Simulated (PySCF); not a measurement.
# Si: interval between two levels with spin-orbit coupling

Aim: the interval between two levels of silicon from differences of total energies, at each level of theory, and how far each lands from the tabulated value where there is one.

Program: PySCF 2.14.0. Level of theory: two-component X2C-1e, generalised determinants. These are calculated values, not measurements, unless marked.

### Step 1. Starting point

- Element: silicon (Z = 14)
- Basis: x2c-SVPall-2c with one added diffuse shell each of s, p type (5s5p1d, 25 functions)
- Hamiltonian: two-component X2C-1e, Gaussian nucleus, no Breit or QED terms; spin-orbit coupling, run by run: off; screened by Boettger's factors
- Core shells frozen in the correlated runs: [Ne] (for Si)
- State 1: Si 3s1 3p2 4s1 5P3: [Ne] 3s1 3p2 4s1; 3s1/2 filled at m_j = +1/2; 3p3/2 filled at m_j = +1/2, +3/2; 4s1/2 filled at m_j = +1/2
- Needed too, but not shown: Si [Ne] 3s2 3p2 (3P)
- Methods: GHF, GMP2

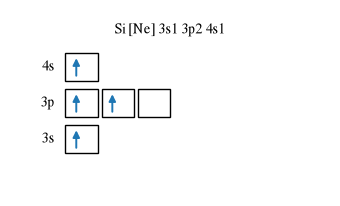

The shells outside the core, filled by Hund's rule for the drawing.

All steps ran in one process of a driver on top of PySCF, which takes the settings above as its task.

The driver's launch:

```bash
> OMP_NUM_THREADS=1 python sorun2.py TASK.json OUT
```

The integrals over 25 functions and the set-up took 0.12 s of CPU time.

### Step 2. Si 3s1 3p2 4s1 5P3: the ladder of methods

**GHF (spin-free)**

Log:

```text
cycle= 1 E= -288.9604610306  delta_E= -289  |FDS-SDF|= 0.0426
cycle= 2 E= -289.0285681873  delta_E= -0.0681  |FDS-SDF|= 0.0118
cycle= 3 E= -289.0322691822  delta_E= -0.0037  |FDS-SDF|= 0.0021
cycle= 4 E= -289.0325119879  delta_E= -0.000243  |FDS-SDF|= 0.00037
cycle= 5 E= -289.0325372671  delta_E= -2.53e-05  |FDS-SDF|= 9.48e-05
cycle= 6 E= -289.0325389502  delta_E= -1.68e-06  |FDS-SDF|= 1.26e-05
cycle= 7 E= -289.0325389596  delta_E= -9.42e-09  |FDS-SDF|= 2.83e-06
cycle= 8 E= -289.0325389610  delta_E= -1.36e-09  |FDS-SDF|= 4.54e-07
cycle= 9 E= -289.0325389611  delta_E= -6.54e-11  |FDS-SDF|= 9.37e-08
```

It took 0.08 s on 1 thread of Neoverse-V1, shared host, the integrals not counted.

Occupied spinors (without spin-orbit coupling the j labels only name the start):

| spinor shell | electrons | mean energy (eV) | weight of the nominal j | rms radius (bohr) |
| --- | --- | --- | --- | --- |
| 1s1/2 | 2 | -1881.6 | 1.000 | 0.129 |
| 2s1/2 | 2 | -173.55 | 1.000 | 0.614 |
| 2p3/2 | 4 | -121.48 | 0.833 | 0.598 |
| 2p1/2 | 2 | -121.23 | 0.667 | 0.599 |
| 3s1/2 | 1 | -22.347 | 0.999 | 2.20 |
| 3p3/2 | 2 | -12.685 | 0.833 | 2.67 |
| 4s1/2 | 1 | -3.001 | 1.000 | 6.20 |

M_J = 3, ⟨J²⟩ = 12.003, ⟨L²⟩ = 2.003, ⟨S²⟩ = 6.000.

**GMP2 (spin-free)**

This step left no log, only its results.

Time after the integrals: 0.01 s (1 thread of Neoverse-V1, shared host).

With 4 electrons correlated, the MP2 correlation energy is -0.01266 hartree. Largest pairs: 3p3/2-3p3/2 -0.0049, 3p3/2-3s1/2 -0.0037, 3p3/2-4s1/2 -0.0034, 3s1/2-4s1/2 -0.0007.

**GHF (screened spin-orbit)**

Log:

```text
cycle= 1 E= -288.9603028500  delta_E= -289  |FDS-SDF|= 0.0425
cycle= 2 E= -289.0282095418  delta_E= -0.0679  |FDS-SDF|= 0.0118
cycle= 3 E= -289.0318978763  delta_E= -0.00369  |FDS-SDF|= 0.0021
cycle= 4 E= -289.0321406391  delta_E= -0.000243  |FDS-SDF|= 0.000381
cycle= 5 E= -289.0321662172  delta_E= -2.56e-05  |FDS-SDF|= 0.000111
cycle= 6 E= -289.0321679921  delta_E= -1.77e-06  |FDS-SDF|= 3.62e-05
cycle= 7 E= -289.0321680478  delta_E= -5.57e-08  |FDS-SDF|= 1.79e-05
cycle= 8 E= -289.0321680739  delta_E= -2.61e-08  |FDS-SDF|= 3.97e-06
cycle= 9 E= -289.0321680749  delta_E= -1.01e-09  |FDS-SDF|= 7.23e-07
cycle= 10 E= -289.0321680751  delta_E= -1.51e-10  |FDS-SDF|= 7.46e-08
```

It took 0.09 s on 1 thread of Neoverse-V1, shared host, the integrals not counted.

Occupied spinors:

| spinor shell | electrons | mean energy (eV) | weight of the nominal j | rms radius (bohr) |
| --- | --- | --- | --- | --- |
| 1s1/2 | 2 | -1881.6 | 1.000 | 0.129 |
| 2s1/2 | 2 | -173.56 | 1.000 | 0.614 |
| 2p1/2 | 2 | -122.04 | 0.758 | 0.598 |
| 2p3/2 | 4 | -121.09 | 0.879 | 0.599 |
| 3s1/2 | 1 | -22.349 | 0.999 | 2.20 |
| 3p3/2 | 2 | -12.679 | 0.831 | 2.67 |
| 4s1/2 | 1 | -3.001 | 1.000 | 6.20 |

M_J = 3, ⟨J²⟩ = 12.003, ⟨L²⟩ = 2.004, ⟨S²⟩ = 6.000. Rows whose weight is well below 1 mix j = l ± 1/2: exchange competes with spin-orbit coupling there.

**GMP2 (screened spin-orbit)**

No log was kept for this step.

It took 0.01 s on 1 thread of Neoverse-V1, shared host, the integrals not counted.

With 4 electrons correlated, the MP2 correlation energy is -0.01266 hartree. Largest pairs: 3p3/2-3p3/2 -0.0049, 3p3/2-3s1/2 -0.0037, 3p3/2-4s1/2 -0.0034, 3s1/2-4s1/2 -0.0007.

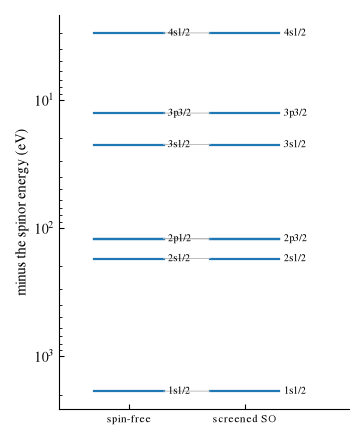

The highest 7 spinor levels of Si 3s1 3p2 4s1 5P3 on a logarithmic scale, without and with spin-orbit coupling.

### Step 3. The energy differences

Interval between two levels: Si [Ne] 3s2 3p2 [3p3/2^2, M_J = 2] → Si [Ne] 3s1 3p2 4s1 [3s1/2^1 3p3/2^2 4s1/2^1, M_J = 3].

| method | value (eV) |
| --- | --- |
| GHF (spin-free) | 8.559 |
| GMP2 (spin-free) | 9.472 |
| GHF (screened spin-orbit) | 8.563 |
| GMP2 (screened spin-orbit) | 9.476 |

The differences also use runs on Si [Ne] 3s2 3p2 (3P), which are not shown here.

### Step 4. Results

| quantity | value |
| --- | --- |
| interval between two levels, Si → 3s1 3p2 4s1 5P3 | GHF (spin-free) 8.559, GMP2 (screened spin-orbit) 9.476 eV |

What this shows: The methods span 0.917 eV, from GHF (spin-free) (8.559) to GMP2 (screened spin-orbit) (9.476). No reference value is at hand in this session. Spin-orbit coupling moves the difference by +0.004 eV at GMP2. All values hold for this basis alone; no basis-set limit was taken.
